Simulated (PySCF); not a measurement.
SMILES OB(O)[OH2+] (H₄BO₃ (cation, charge +1)), CAM-B3LYP/def2-SVP optimised geometry. Atoms within 1.6 Å of the plane z = 0.0 Å (x, y, z in Å): O1 (-0.96, -1.14, 0.00), B2 (-0.09, -0.15, 0.00), O3 (1.23, -0.15, 0.00), O4 (-0.85, 1.14, 0.00), H5 (-0.63, -2.05, -0.01), H6 (1.83, 0.60, -0.02), H7 (-1.83, 1.10, 0.01), H8 (-0.49, 2.05, 0.06).

Level of theory: CAM-B3LYP/def2-TZVP (PySCF). Cells within 0.4 Å of a nucleus heavier than hydrogen are left out (blank, or x).

Map of the deformation density (molecule minus spherical neutral atoms) (e/bohr³) on the plane z = 0.0 Å:

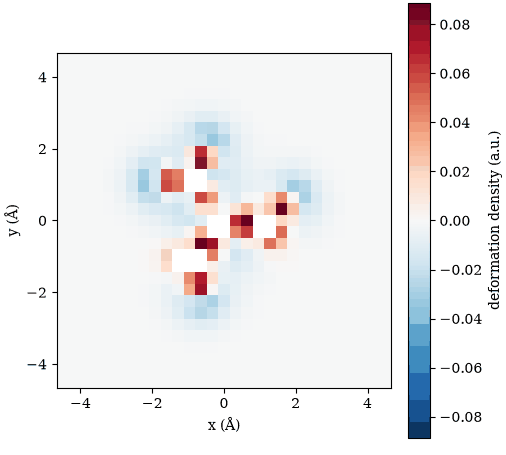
Fig. 1. Deformation density (molecule minus spherical neutral atoms) (e/bohr³) on the plane z = 0.0 Å.
